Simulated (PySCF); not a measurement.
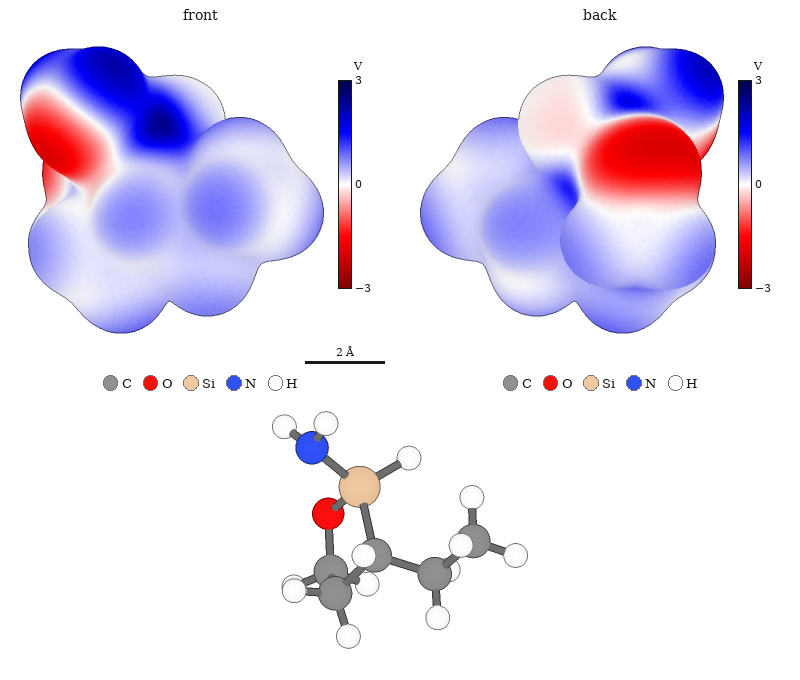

*C5H13NOSi. The molecular electrostatic potential painted on the density surface at 0.004 e/bohr³, seen from the front and from behind; red is negative and blue positive. The bare structure is drawn below in the same view.*

Geometry: GFN2-xTB.

These are results of PBE0/pcSseg-1, SCF density, gas phase, non-relativistic (PySCF), not measurements.

```xyz
21

C     2.2878    1.1813   -0.1819
C     1.6023   -0.1636    0.0189
C     0.2329   -0.0166    0.6800
C    -0.3749   -1.3768    1.0453
C    -1.1585   -1.8741   -0.1679
O    -1.8561   -0.7947   -0.7377
Si   -1.1182    0.6453   -0.4956
N    -2.2324    1.6761    0.3214
H     1.6869    1.8245   -0.8197
H     3.2637    1.0489   -0.6442
H     2.4252    1.6828    0.7739
H     1.4956   -0.6624   -0.9474
H     2.2410   -0.7956    0.6446
H     0.3599    0.5738    1.5894
H     0.3793   -2.1067    1.3442
H    -1.0765   -1.2425    1.8700
H    -1.8892   -2.6417    0.1017
H    -0.4786   -2.2910   -0.9202
H    -0.6117    1.1081   -1.7913
H    -3.1991    1.5949    0.0489
H    -1.9882    2.6469    0.4217
```

Which sites attract a positive test charge, and which a negative one?

Answer. A positive charge is drawn to the negative regions and a negative charge to the positive ones. The most negative region (about −1.9 V) lies over O6, the most positive (about +2.2 V) over Si7. O6 is the likeliest acceptor of a hydrogen bond.

How polar is the molecule by this calculation?

Answer. Its dipole moment is 1.17 D.
